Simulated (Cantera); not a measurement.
Input: 1 mol SiH4, 0.65 mol N2, 2 mol H2, held at 33.0 Pa.

These are equilibrium values from Cantera (NASA tables, ideal gas, pure condensed phases), not measurements of a reactor. Candidate condensed phases: Si, Si3N4; 18 gas species. N2 is the only nitrogen source here; it is nearly inert below about 1500 K, so the nitride shown seldom forms there in practice. Mutual solubility and eutectic melting of coexisting phases are not modelled. The tables' values for SiN are old estimates; treat these amounts as uncertain. Gases not in the tables: Si2H6 and higher silanes. The numbers say what is thermodynamically allowed, not how fast it happens.

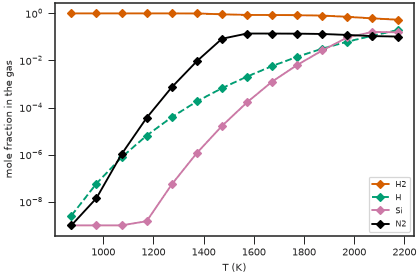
*Equilibrium gas composition (values under 1e-9 drawn at 1e-9)*

From 873 K to 1473 K the condensed part is Si(s) + Si3N4(s). From 1573 K to 1673 K the condensed part is Si(s). From 1773 K to 1973 K the condensed part is Si(l). From 2073 K to 2173 K nothing is condensed.
